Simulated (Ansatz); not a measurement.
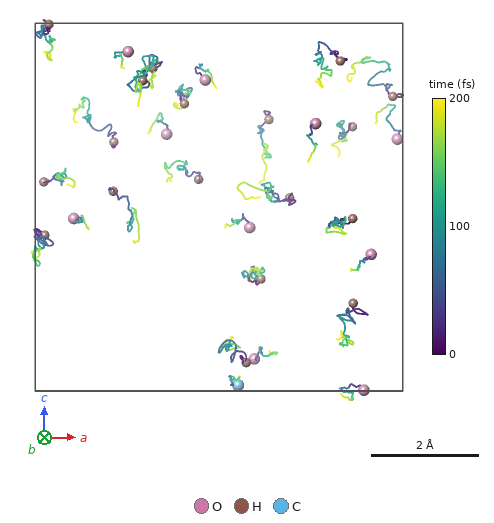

Molecular dynamics of a periodic cell with 8 H2O + 1 HCOOH at 0.947 g/cm³, 200 fs long. It starts from the last geometry of an earlier run, with fresh velocities. Lines trace each atom's path, coloured by time; spheres stand at the starting positions. Seen along the b axis in the simulation cell.

Method: Ansatz, DFT LDA, scalar-relativistic, plane waves, PAW. Settings: plane-wave cutoff 420 eV; k-point mesh 1 × 1 × 1; Fermi-Dirac smearing 0.05 eV; Langevin thermostat and barostat (NPT); set temperature 300 K; time step 0.5 fs; friction 0.05 per fs; target pressure 0 GPa.

Input file:
```yaml
crystal:
  lattice:
    - [6.933382, 0.0, 0.0]
    - [0.0, 6.933382, 0.0]
    - [0.0, 0.0, 6.933382]
  atoms:
    - { symbol: O, position: [0.89403802, 0.23921472, 1.00229299] }
    - { symbol: H, position: [0.82989324, 0.15085189, 0.89760614] }
    - { symbol: H, position: [1.03715183, 0.2275093, 0.99720094] }
    - { symbol: O, position: [0.76257132, 1.04566145, 0.72737267] }
    - { symbol: H, position: [0.63562628, 0.97865361, 0.73835042] }
    - { symbol: H, position: [0.8630798, 0.93820566, 0.71897365] }
    - { symbol: O, position: [0.58333277, 0.71798879, 0.4447092] }
    - { symbol: H, position: [0.69188543, 0.69748994, 0.52540396] }
    - { symbol: H, position: [0.61412852, 0.70592577, 0.30468709] }
    - { symbol: O, position: [0.91349906, 0.232984, 0.37154648] }
    - { symbol: H, position: [0.86356834, 0.14051728, 0.46903073] }
    - { symbol: H, position: [0.86486185, 0.19631473, 0.23871593] }
    - { symbol: O, position: [0.10469065, 0.50289047, 0.46929688] }
    - { symbol: H, position: [0.21202524, 0.45627503, 0.54329086] }
    - { symbol: H, position: [0.02580842, 0.3860556, 0.42388684] }
    - { symbol: O, position: [0.25259342, 0.18658472, -0.07672413] }
    - { symbol: H, position: [0.32010411, 0.3081022, -0.12230944] }
    - { symbol: H, position: [0.2922381, 0.0772841, -0.15595461] }
    - { symbol: O, position: [0.35736758, 0.82792048, 0.69882829] }
    - { symbol: H, position: [0.21374638, 0.82523481, 0.67742412] }
    - { symbol: H, position: [0.44444236, 0.78467973, 0.57593198] }
    - { symbol: O, position: [0.98496427, 0.74195092, 0.68516181] }
    - { symbol: H, position: [1.02313787, 0.63032638, 0.56884769] }
    - { symbol: H, position: [0.97273991, 0.66459313, 0.80133884] }
    - { symbol: O, position: [0.46252111, 0.52441832, 0.84602364] }
    - { symbol: C, position: [0.55179418, 0.54133527, 1.01571457] }
    - { symbol: O, position: [0.59594502, 0.6886714, 1.08727432] }
    - { symbol: H, position: [0.40570778, 0.66493732, 0.78165993] }
    - { symbol: H, position: [0.57384836, 0.3944754, 1.07709155] }
basis:
  ecutwfc: 420.0
kpoints:
  mp_grid: { grid: [1, 1, 1] }
hamiltonian:
  xc: lda
scf:
  occupations: { method: fermi_dirac, width: 0.05 }
  lower_state_search: "off"
md:
  timestep: 0.5
  n_steps: 400
  ensemble: npt_langevin
  temperature: 300.0
  initial_velocities: maxwell_boltzmann
  seed: 329085
  friction: 0.05
  pressure: 0.0
  fix_cell: [angles]
```

Command:
```bash
ansatz run input.yaml --threads 1 --pin off --max-ram 3072MiB --backend cpu --events-out ev --progress --plain --runs-dir out
```

> What do the traces tell about the motion?

Root-mean-square distances from the starting positions over the second half, with the common drift of all atoms taken out: H 0.56 Å, O 0.37 Å, C 0.23 Å. The heavy atoms stay within a fraction of a molecule's size of their starting places; so short a run doesn't tell a liquid from a solid. Bond changes: 2 H–O bonds form between 57 fs and 60 fs; 4 H–O bonds break between 70 fs and 134 fs. The mean temperature in the second half is 290 K (standard deviation 32 K). The potential energy in the second half lies on average 15.7 meV per atom below the first frame. The mean pressure there is −0.5 GPa. The volume ends −13.0 % from the start.

Limits of the set-up: the periodic images lie only 6.9 Å apart, so the values are limited by the cell's size.
